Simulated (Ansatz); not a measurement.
# Σ5 (310) boundary in bcc Ta, starting shift (0.33, 0): structure and resistance, part 2 of 3

Aim: the relaxed structure and the specific resistance of the Σ5 (310) boundary in bcc Ta, starting shift (0.33, 0).

Ansatz 0.2.0; Ansatz plane-wave DFT, PBE, PAW files; relaxation of a bicrystal slab with its lowest layers held; PAW set soft_1 (the session's first sound run).

So far. Step 2 (Relaxing the bicrystal): The largest force component on a free atom ends at 0.030 eV/Å, under the tolerance of 0.03, after 9 steps.

## 3. Transmission across the boundary

This step: Ansatz plane-wave DFT, PBE, PAW files; ballistic transport by layer matching (Landauer), zero bias; boundary relaxed in a short slab, bulk layers laid on; PAW set soft_1 (Ansatz 0.2.0).

System of this step: Σ5 (310) boundary in bcc Ta, starting shift (0.33, 0). The cell holds 41 atoms: 41 Ta. Cell: a = 5.477 Å, b = 3.303 Å, c = 50.215 Å, α = 90.0°, β = 90.0°, γ = 72.5°. It derives from Ta. Regions: lower grain, 17 atoms (17 Ta); boundary, 11 atoms (11 Ta); upper grain, 13 atoms (13 Ta). Vacuum lies along c.

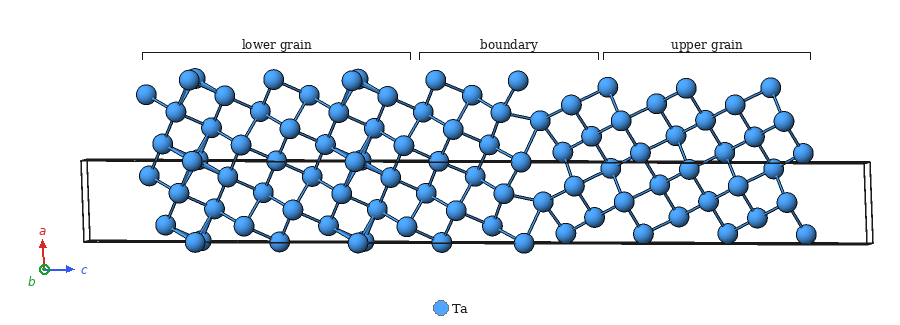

The cell of this step (tantalum blue). 2×1×1 cells are drawn. Some periodic images of atoms are drawn too.

input.yaml

```yaml
crystal:
  lattice:
    - [5.4766761838, 0.0, 0.0]
    - [0.9957593061, 3.1488674087, 0.0]
    - [0.0, 0.0, 50.215419204]
  atoms:
    - { symbol: Ta, position: [-9.2000000003, -6.8999999999, 0.0796568079] }
    - { symbol: Ta, position: [-8.8000000003, -6.5999999999, 0.1004544272] }
    - { symbol: Ta, position: [-8.4000000002, -6.3, 0.1212520464] }
    - { symbol: Ta, position: [-8.0000000002, -6.0, 0.1420496657] }
    - { symbol: Ta, position: [-7.6000000002, -5.7, 0.162847285] }
    - { symbol: Ta, position: [-7.2000000002, -5.4, 0.1836449043] }
    - { symbol: Ta, position: [-6.8000000002, -5.1, 0.2044425236] }
    - { symbol: Ta, position: [-6.4000000002, -4.8, 0.2252401429] }
    - { symbol: Ta, position: [-6.0000000002, -4.5, 0.2460377622] }
    - { symbol: Ta, position: [-5.6000000002, -4.2, 0.2668353815] }
    - { symbol: Ta, position: [-5.2000000002, -3.9, 0.2876330007] }
    - { symbol: Ta, position: [-4.8000000002, -3.6, 0.30843062] }
    - { symbol: Ta, position: [-4.4000000001, -3.3, 0.3292282393] }
    - { symbol: Ta, position: [-4.0000000001, -3.0, 0.3500258586] }
    - { symbol: Ta, position: [-3.6000000001, -2.7, 0.3708234779] }
    - { symbol: Ta, position: [-3.2000000001, -2.4, 0.3916210972] }
    - { symbol: Ta, position: [-2.8000000001, -2.1, 0.4124187165] }
    - { symbol: Ta, position: [0.5999999999, 0.2, 0.4332163357] }
    - { symbol: Ta, position: [1.000043689, 0.4984613419, 0.4531305055] }
    - { symbol: Ta, position: [0.3987952313, 0.7996610894, 0.4754176856] }
    - { symbol: Ta, position: [0.8087359192, 0.0899857856, 0.4956677921] }
    - { symbol: Ta, position: [0.203229587, 0.3957995571, 0.5177551517] }
    - { symbol: Ta, position: [0.6081840494, 0.7010939424, 0.5363299372] }
    - { symbol: Ta, position: [0.0029642063, -0.0745449696, 0.5615408339] }
    - { symbol: Ta, position: [0.5025431318, 0.4154956957, 0.5840226731] }
    - { symbol: Ta, position: [0.1128357146, 0.1856234847, 0.6096256641] }
    - { symbol: Ta, position: [0.7080136982, 0.8782299941, 0.6280515781] }
    - { symbol: Ta, position: [0.3163369999, 0.5690527533, 0.6499741414] }
    - { symbol: Ta, position: [-2.0836630001, -1.7309472467, 0.6707717607] }
    - { symbol: Ta, position: [-2.4836630001, -2.0309472467, 0.69156938] }
    - { symbol: Ta, position: [-2.8836630001, -2.3309472467, 0.7123669993] }
    - { symbol: Ta, position: [-3.2836630001, -2.6309472467, 0.7331646185] }
    - { symbol: Ta, position: [-3.6836630001, -2.9309472467, 0.7539622378] }
    - { symbol: Ta, position: [-4.0836630001, -3.2309472467, 0.7747598571] }
    - { symbol: Ta, position: [-4.4836630001, -3.5309472467, 0.7955574764] }
    - { symbol: Ta, position: [-4.8836630001, -3.8309472467, 0.8163550957] }
    - { symbol: Ta, position: [-5.2836630002, -4.1309472467, 0.837152715] }
    - { symbol: Ta, position: [-5.6836630002, -4.4309472467, 0.8579503343] }
    - { symbol: Ta, position: [-6.0836630002, -4.7309472467, 0.8787479536] }
    - { symbol: Ta, position: [-6.4836630002, -5.0309472467, 0.8995455728] }
    - { symbol: Ta, position: [-6.8836630002, -5.3309472467, 0.9203431921] }
kpoints:
  mp_grid: { grid: [8, 8, 1] }
hamiltonian:
  xc: pbe
  pseudopotentials: { kind: paw, azcp: { folder: soft_1 } }
scf:
  occupations: { method: fermi_dirac, width: 0.1 }
output:
  transmission:
    leads: [[9, 10], [33, 34]]
    kmesh: [20, 20]
    e_range: [-0.1, 0.1]
    de: 0.05
  write_potential: true
  write_density: true
  volumetric_format: npy
  elf: true
```

Launch:

```sh
ansatz run input.yaml --threads 4 --pin off --max-ram 15360MiB --backend cpu --events-out ev --progress --plain --runs-dir out
```

Numbers of over 12 decimals in the logs are rounded to 6 here.

Log:

```text
[...]
Crystal: 41 atoms, lattice volume = 865.981 Å³
Basis set: ecut = 420 eV, 16987 PW (Γ)
Bands: 320, of which v1, the nominal top of the filled ones, is band 267 counted from 1 (266 counted from 0)
Symmetry: 1 space group operations
[...]
k-points: 34 of 64 (time reversal used)
[...]
SCF iter   1: F=—  HF=-407271.699310 eV  |F-HF|=—  |Δ(HF+E_count)|=         —  Δρ=5.14e-2  dr2=1.01e3  ethr=3.10e-3  ⟨swp⟩=8.1  Hψ=46772  notcnv=0  defer=188
[...]
SCF iter  12: F=-407255.834828 eV  HF=-407255.834828 eV  |F-HF|=2.68e-9  |Δ(HF+E_count)|=   3.20e-8  Δρ=9.23e-7  dr2=1.71e-8  ethr=1.88e-11  ⟨swp⟩=20.3  Hψ=42645  notcnv=0
SCF 1 converged in 12 iterations: F = -407255.834828 eV  dr2 = 1.71e-8
[...]
transmission: 1174 of 11716 steps passed
transmission: 2346 of 11716 steps passed
[...]
transmission: 11716 of 11716 steps passed
WARN: The output density's exchange-correlation potential varies sharply where the density is thin. Do not read a vacuum level from v_tot or v_xc, or from such a field of the output density. On a cell that repeats whose density bears no net charge and no dipole along the vacuum's axis use v_es (v_loc + v_h of the components); under efield.dipole_correction with no amplitude use v_es + v_field, which holds any externa [...]
SCF converged after 12 iterations
Free energy (F): -407255.834828 eV
[...]
Internal energy: -407254.108644 eV  (E = F + TS)
E sigma→0 (E₀):  -407254.971736 eV
Entropy (-TS):   -1.726184 eV (-42.102 meV/atom)
Fermi energy:    15.356121 eV
[...]
--- Band table (eV; the first three rows and the last of 34) ---
  k-point 0: bands = [... 263 lower, 15.9080, 15.9220, 15.9393, 15.9666, 15.9961, 16.0030, 16.0355, 16.0358, ... 49 higher]
  k-point 1: bands = [... 263 lower, 15.5323, 15.5496, 15.5710, 15.5883, 15.6616, 15.6878, 15.7071, 15.7560, ... 49 higher]
  k-point 2: bands = [... 263 lower, 15.0344, 15.0481, 15.0516, 15.0812, 15.0986, 15.1375, 15.1760, 15.1867, ... 49 higher]
  k-point 33: bands = [... 263 lower, 15.1559, 15.1612, 15.2241, 15.2569, 15.2837, 15.3186, 15.4220, 15.4275, ... 49 higher]
--- Transmission ---
  basis      : 157 plane waves across, 58 finite elements along
  points     : 202, standing for a mesh of 20 x 20
  energies   : 5 from -0.100000 to 0.100000 eV about the Fermi level, 0.050000 eV apart; the leads are filled to 0.000000 eV, and channels, transmission and decay are at 0.000000 eV
  crystal 0  : Ta2, at the sites [9, 10], period 2.0887 Å, over 18.80 Å; its Hamiltonian steps by up to 11.6 meV
    offset         : up to 0.0000 Å between an atom of the period and one for which it stands
    channels       : 3.872500e0 a spin
    conductance    : none, the energies end too early or step too widely for 300 K: set another output.transmission.e_range or a lower de, or, where they end at an eighth of basis.ecutwfc, a higher one
[...]
channels       : 3.872500e0 a spin
[...]
junction   : crystal 0 to crystal 1, 12.88 to 37.34 Å
    transmission   : 1.784324e0 a spin
[...]
```

Run time: 33 min. Hardware: 4 threads of Arm Neoverse V1, shared host; peak memory 11 GiB; 2.1 h of CPU time.

Numbers from this step:

| Property | Result |
| --- | --- |
| free energy | -407255.8348 eV |
| energy at zero smearing | -407254.9717 eV |
| Fermi energy | 15.36 eV |
| cell area | 17.25 Å² |
| transmission per spin nearest the Fermi level | 1.784 |
| open channels per spin nearest the Fermi level | 3.873 |
| open channels per spin, upper lead | 3.873 |
| step of the lead's potential | 11.6 meV |
| step of the upper lead's potential | 13.2 meV |

Per spin. Transmission, zone mean against energy, zero at the Fermi level:

| energy (eV) | transmission, zone mean |
| --- | --- |
| -0.1000 | 1.98 |
| -0.0500 | 1.89 |
| 0.0000 | 1.78 |
| 0.0500 | 1.71 |
| 0.1000 | 1.63 |

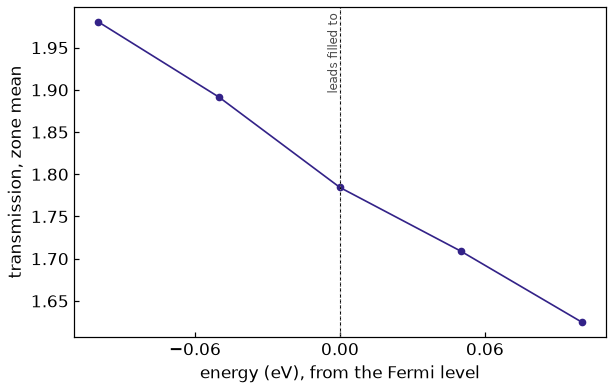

Transmission, zone mean, plotted against energy.

Per spin. Table of open channels, zone mean, lead = upper lead by energy, zero at the Fermi level:

| energy (eV) | open channels, zone mean, lead = upper lead |
| --- | --- |
| -0.1000 | 4.29 |
| -0.0500 | 4.13 |
| 0.0000 | 3.87 |
| 0.0500 | 3.72 |
| 0.1000 | 3.63 |

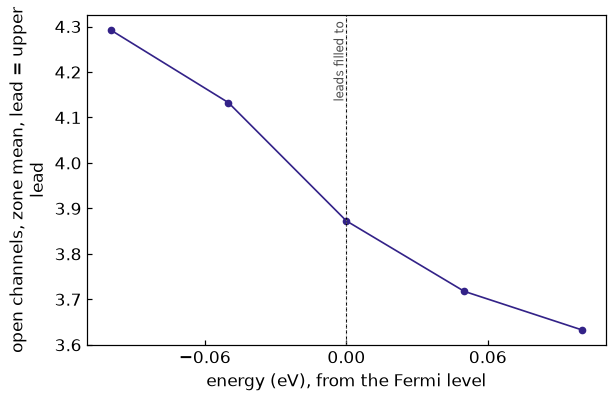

Open channels, zone mean, lead = upper lead against energy.

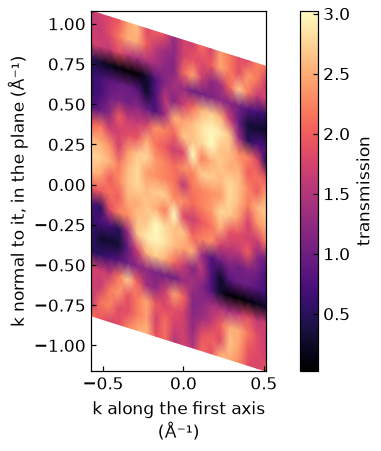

Transmission over k1 and k2. At 0.0000 eV from the Fermi level.

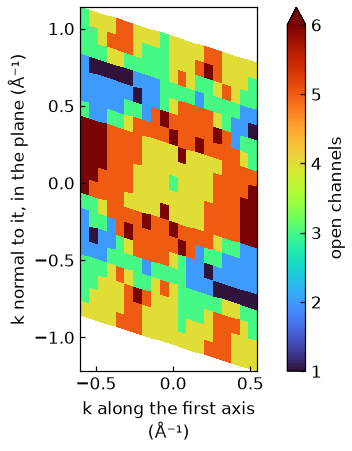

Open channels over k1 and k2. At 0.0000 eV from the Fermi level.

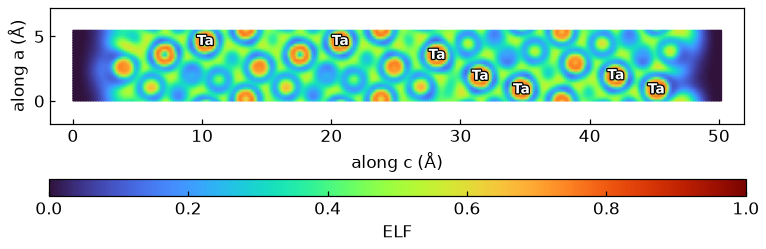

ELF in the ca plane at fractional y = 0.925, with atoms of Ta within 0.2 Å of it. It is the smooth field of the valence electrons, not physical close to the nuclei. The map starts off the cell's origin, so that atoms lie inside it.

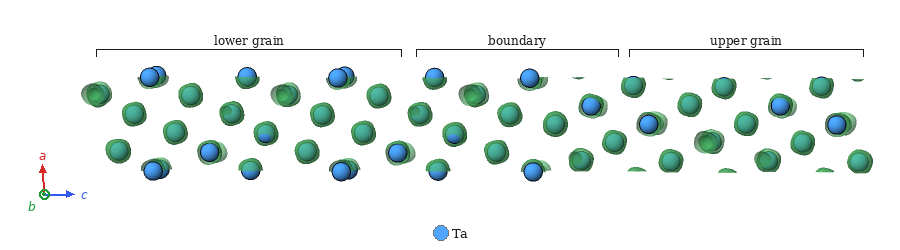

Surface of ELF = 0.71.

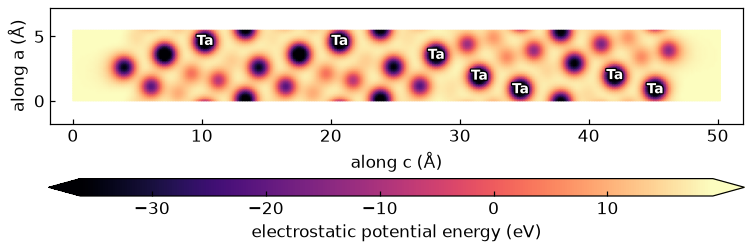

Electrostatic potential energy in the ca plane at fractional y = 0.925, with atoms of Ta within 0.2 Å of it. With pseudopotentials it is smooth inside the atoms' cores, unlike the true potential. The map starts off the cell's origin, so that atoms lie inside it.

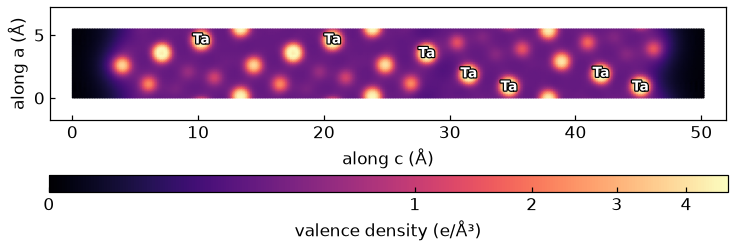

Valence density in the ca plane at fractional y = 0.925, with atoms of Ta within 0.2 Å of it. It is the smooth field of the valence electrons, not physical close to the nuclei. The map starts off the cell's origin, so that atoms lie inside it. The colour scale is stretched toward low values.

Over the solved energies the transmission per spin lies between 1.63 and 1.98, out of 3.93 channels of the lead on average (up to 4.29).

## 4. Specific resistance

This step: Ansatz plane-wave DFT, PBE, PAW files; ballistic transport by layer matching (Landauer), zero bias; specific resistance of the boundary; PAW set soft_1 (Ansatz 0.2.0).

Numbers from this step:

- area resistance: 0.6716 fΩ m²
- T over the leads' mean channel count: 0.4575

Averaged over the energies near the Fermi level, 45.7 % of the channels pass, which makes 0.672 fΩ m².

By hand, with T and the leads' channels N averaged over the energies near the Fermi level: RA = A (h/2e²)(1/T − ½[1/N₁ + 1/N₂]) = 17.25×10⁻²⁰ m² × 12 906 Ω × (1/1.798 − ½[1/3.929 + 1/3.931]) = 0.672 fΩ m².

(Part 2 of 3 ends here.)

[Logs are printed without paths, hosts, clocks, repeated set-up lines and the standing remarks that a program may print on its own settings, such as how far it seeks lower states.]

[Hosts, paths, dates, database ids (printed as entryN), source tags and the programs' standing remarks are cut or masked in the printed files.]
